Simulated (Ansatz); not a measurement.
**One shape, several levels: doublet CH2BCl+**

Aim: a comparison of 6 runs (UBHLYP/STO-3G, UBLYP/STO-3G, UPBE0/STO-3G, UCCSDT/STO-3G, UCCSD/STO-3G, UCCSD(T)/STO-3G) of doublet CH2BCl+. 

The results are computed with Ansatz 0.2.0.

85 further runs of the same task are left out: 9 that didn't finish, 76 set aside as unsound or not needed.

## (1) The structure to begin with

The species is CH2BCl+ (5 atoms), meant as a doublet with charge +1. SMILES of the parent species: `B[C]Cl`. The shape is that of a GFN2-xTB optimisation. That shape belongs to the parent species and isn't relaxed for this state.

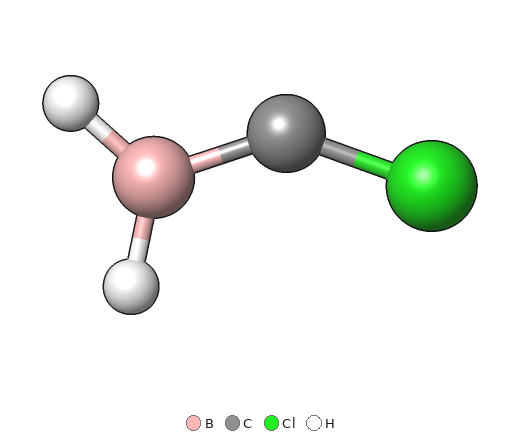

Viewed from a chosen angle; boron pink, carbon grey, chlorine green, hydrogen white.

## (2) A single-point energy at UBHLYP/STO-3G (run 1)

File job.yaml:

```yaml
crystal:
  periodic: [false, false, false]
  atoms:
    - {symbol: B, position_ang: [0.414180, 0.139370, -0.472520]}
    - {symbol: C, position_ang: [-0.487440, 0.280880, 0.684730]}
    - {symbol: Cl, position_ang: [-1.470630, -0.583120, 1.652980]}
    - {symbol: H, position_ang: [0.575730, -0.915570, -0.969770]}
    - {symbol: H, position_ang: [0.968160, 1.078440, -0.895430]}
basis:
  gaussian:
    orbitals: STO-3G
total_charge: 1
magnetization:
  spin_polarized: true
  initial_magnetization: 1
hamiltonian:
  xc: {name: BHLYP}
accuracy: high
```

Run with:

```bash
$ ansatz run job.yaml --threads 1 --pin off --max-ram 2610MiB --events-out events.jsonl --progress --plain --runs-dir runs
```

Log:

```text
Warning: RAYON_NUM_THREADS=1 ignored (pool sized by the plan → 1); use --threads N
Functional definition: BHLYP
  name "BHLYP"
  parameter a = 0.5
  exchange = (1 - a)*b88_x + a*exact_x
  correlation = lyp_c
370 factors; integrals over basis functions are off by at most 6.8e-9 eV
mean field evaluation 1: about -14096.3355 eV, gradient 1.4e1 eV
mean field evaluation 2: about -14095.3069 eV, gradient 2.0e1 eV
mean field evaluation 4: about -14097.8840 eV, gradient 4.5e-1 eV
mean field evaluation 8: about -14097.8769 eV, gradient 4.5e-2 eV
mean field evaluation 16: about -14097.8770 eV, gradient 9.3e-5 eV
mean field evaluation 32: about -14097.8279 eV, gradient 6.9e-1 eV
mean field -14097.87699708 eV, -518.0874237584 hartree, gradient 9.8e-9 eV, S^2 0.760784; 2 other end points of the search recorded, 0 dependent functions left out
reference -14097.87701558 eV, -518.0874244383 hartree; 15, 14 occupied and 6, 7 virtual orbitals, 370 factors
Total energy: -14097.87701558 eV, -518.0874244383 hartree
```

Run time: 1.9 s. Hardware: 1 thread of Arm Neoverse V2, shared host; peak memory 0.13 GiB.

## (3) A single-point energy at UBLYP/STO-3G (run 2)

Edit job.yaml of step 2 so:

```diff
@@ -9,10 +9,6 @@
 basis:
-  gaussian:
-    orbitals: STO-3G
+  gaussian: {orbitals: STO-3G}
 total_charge: 1
-magnetization:
-  spin_polarized: true
-  initial_magnetization: 1
-hamiltonian:
-  xc: {name: BHLYP}
+magnetization: {spin_polarized: true, initial_magnetization: 1}
+hamiltonian: {xc: {name: BLYP}}
 accuracy: high
```

Run with:

```bash
$ ansatz run job.yaml --threads 1 --pin off --max-ram 2610MiB --events-out events.jsonl --progress --plain --runs-dir runs
```

Log:

```text
Warning: RAYON_NUM_THREADS=1 ignored (pool sized by the plan → 1); use --threads N
Functional definition: BLYP
  name "BLYP"
  parameter beta = 0.0042
  parameter a = 0.04918
  parameter b = 0.132
  parameter c = 0.2533
  parameter d = 0.349
  exchange = b88_x(beta = beta)
  correlation = lyp_c(a = a, b = b, c = c, d = d)
370 factors; integrals over basis functions are off by at most 6.8e-9 eV
mean field evaluation 1: about -14095.8268 eV, gradient 9.1e0 eV
mean field evaluation 2: about -14090.0523 eV, gradient 3.1e1 eV
mean field evaluation 4: about -14096.4408 eV, gradient 6.1e-1 eV
mean field evaluation 8: about -14096.3779 eV, gradient 1.5e-2 eV
mean field evaluation 16: about -14096.3779 eV, gradient 3.0e-6 eV
mean field -14096.37789300 eV, -518.0323326996 hartree, gradient 1.3e-8 eV, S^2 0.755951; 1 other end points of the search recorded, 0 dependent functions left out
reference -14096.37792990 eV, -518.0323340558 hartree; 15, 14 occupied and 6, 7 virtual orbitals, 370 factors
Total energy: -14096.37792990 eV, -518.0323340558 hartree
```

Run time: 1.7 s. Hardware: 1 thread of Arm Neoverse V2, shared host; peak memory 0.13 GiB.

Runs 3 to 5 aren't shown in full; the table further down has their settings and results.

## (4) The energy at UCCSD(T)/STO-3G (run 6)

Edit job.yaml of step 3 so:

```diff
@@ -12,3 +12,4 @@
 magnetization: {spin_polarized: true, initial_magnetization: 1}
-hamiltonian: {xc: {name: BLYP}}
+correlation: {method: ccsd_t, frozen_orbitals: {B: 1, C: 1, Cl: 5, H: 0}}
 accuracy: high
+scf: {omitted_lower_state_checks: [cluster_reference, increment]}
```

Run with:

```bash
$ ansatz run job.yaml --threads 1 --pin off --max-ram 2610MiB --events-out events.jsonl --progress --plain --runs-dir runs
```

Log:

```text
Warning: RAYON_NUM_THREADS=1 ignored (pool sized by the plan → 1); use --threads N
[... 13 lines left out ...]
7 core orbitals not correlated: weight in the atoms' cores, before any rotation towards them, 1.000 or more for the frozen orbitals, at most 0.000 for the correlated occupied ones
[... 41 lines left out ...]
Total energy: -14074.42975941 eV, -517.2257536672 hartree
Checks for a lower state left out: cluster_reference, increment
```

It took 0.36 s on 1 thread of Arm Neoverse V2, shared host.

## (5) The series

```csv
run,level,frozen core orbitals,energy (Eh),⟨S²⟩,wall time
1,UBHLYP/STO-3G,–,-518.087424,0.761,1.9 s
2,UBLYP/STO-3G,–,-518.032334,0.756,1.7 s
3,UPBE0/STO-3G,–,-517.890693,0.760,2.2 s
4,UCCSDT/STO-3G,7,-517.227421,0.784,1.3 s
5,UCCSD/STO-3G,7,-517.220422,0.784,0.36 s
6,UCCSD(T)/STO-3G,7,-517.225754,0.784,0.36 s
```

## (6) What came out

```
                                          quantity          value
                               run 6: total energy  -517.22575 Eh
run 6: correlation energy (7 core orbitals frozen)     -129.2 mEh
                             run 6: (T) correction      -5.33 mEh
          run 6: ⟨S²⟩ of the reference determinant          0.784
                              run 6: T1 diagnostic          0.032
```

What this shows: Totals of different functionals can't be ranked against each other. In runs 1, 2, 3, 4, 5, 6 the basis is minimal, so the values are rough. All runs together took 7.8 s, the longest 2.2 s.
